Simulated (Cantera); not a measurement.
Feed: 1 mol C₂F₆, 0.012 mol HCl, 0.013 mol F₂, held at 1330 Pa.

Method: chemical equilibrium by Gibbs-energy minimisation in Cantera with the NASA 1993 tables (ideal gas, pure condensed phases). Candidate condensed phases: C, C₆H₆, C₇H₈, C₈H₁₈; 118 gas species. The feed counts by its element totals alone. The tables' values for C₂F₄ are old estimates; treat these amounts as uncertain. Condensed phases not in the tables: fluorocarbon polymer. Gases not in the tables: C₂F₆ and larger saturated fluorocarbons. Rates play no part.

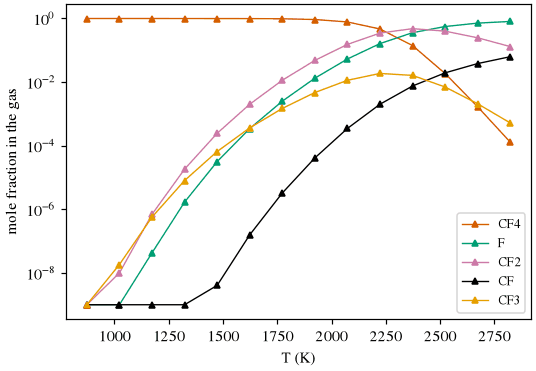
Figure. Equilibrium gas composition (values under 1e-9 drawn at 1e-9)

Problem. Read off the mole fractions at 1773 K.

Solution. CF₄ about 0.97, CF₂ about 0.011, F about 0.0025, CF₃ about 0.0015, CF about 3.2e-6.
